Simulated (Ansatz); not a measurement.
Electronic density of states of amorphous Si₃₀N₄₄Ti₃, density 3.05 g/cm³, on a 2×2×2 Γ-centred mesh with a Gaussian width of 0.1 eV; energies count from the Fermi level, whose place inside the gap is arbitrary. Cell and mesh are small, so fine structure isn't converged. The numbers are results of PBE, scalar-relativistic without spin-orbit coupling (plane waves to 420 eV, PAW; Ansatz, a program for electronic structure), not measurements. Sampling: a 2×2×2 Γ-centred mesh; Fermi-Dirac width 0.02 eV; no spin polarisation. At PBE the levels at both edges of the gap are localised (band-tail or defect states), and the nearest spread-out levels lie 3.5 eV apart at the zone centre.

A CHGNet melt-quench gave the starting glass, which DFT then relaxed. N atoms were pushed apart under 1.9 Å during the dynamics, to hinder bonds among them. The hot cell started wider than the set density and was brought back towards it in steps. It is the lowest in DFT energy of 2 quenches. It is a model cell: composition and starting density were chosen by hand, and all elements were melted together. No dispersion term was used. Its density started from a set value of 3.05 and ended at 3.05 g/cm³. The simulated quench (nominally 300 K/ps over its main leg) is rapid and tends to freeze in more defects than a deposited or slowly cooled glass has. Values belong to this one cell and scatter from quench to quench. The volume was held where the preparation left it and the shape relaxed, at a PBE pressure of 0.3 GPa.

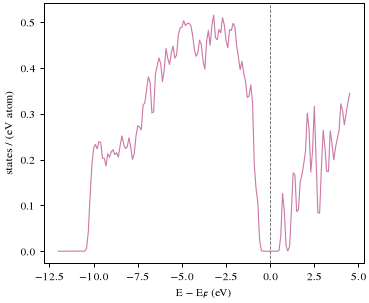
*Density of states per atom*

The gap between localised states on this mesh is 1.42 eV; the broadening fills part of it in the curve.
